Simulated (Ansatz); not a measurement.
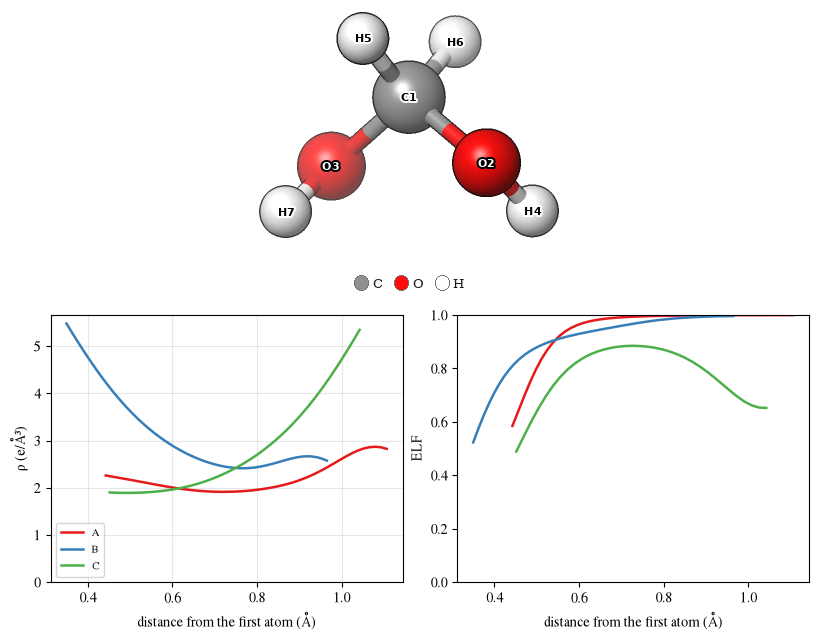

The picture shows: CH$_{4}$O$_{2}$ (SMILES OCO). Total electron density and ELF along straight lines between neighbouring atoms. The curves leave out the atomic cores. The structure is drawn too.

Geometry: PBE0-D3(BJ)/def2-SVP.

Method: isolated molecule in a Gaussian basis; Kohn-Sham density functional theory, functional PBE0 (Ansatz).

Input

```
crystal:
  periodic: [false, false, false]
  atoms:
    - {symbol: C, position_ang: [0.474062, 1.217550, -1.501998]}
    - {symbol: O, position_ang: [-0.769125, 1.658238, -1.938869]}
    - {symbol: O, position_ang: [1.427591, 1.178200, -2.511871]}
    - {symbol: H, position_ang: [-1.076033, 1.037857, -2.610734]}
    - {symbol: H, position_ang: [0.757468, 1.905176, -0.683385]}
    - {symbol: H, position_ang: [0.436090, 0.189903, -1.094852]}
    - {symbol: H, position_ang: [1.532555, 2.077219, -2.845348]}
basis:
  gaussian: {orbitals: def2-TZVPD}
hamiltonian: {xc: pbe0}
output: {forces: true, orbitals: {seedname: orbitals}}
```

Run with:

```sh
ansatz run input.yaml --threads 1 --pin off --max-ram 2610MiB --events-out events.jsonl --progress --plain --runs-dir runs
```

### Which curve belongs to which contact (C–H, C–O and O–H)? The first atom named is at distance zero.

Curve A: C–H (1.11 Å): ρ is about 2.1 e/Å³ halfway; the ELF climbs to about 1 towards the hydrogen, as it does in any bond to H (an ordinary covalent bond to hydrogen). Curve B: O–H (0.96 Å): ρ is about 3.8 e/Å³ halfway; the ELF climbs to about 1 towards the hydrogen; an ordinary covalent bond to hydrogen. Curve C: C–O (1.39 Å): the density is about 2.2 e/Å³ at the midpoint, with its minimum of 1.9 e/Å³ about 0.5 Å from C; the ELF peaks at about 0.90 between the atoms, as expected for a shared but strongly polarised pair.
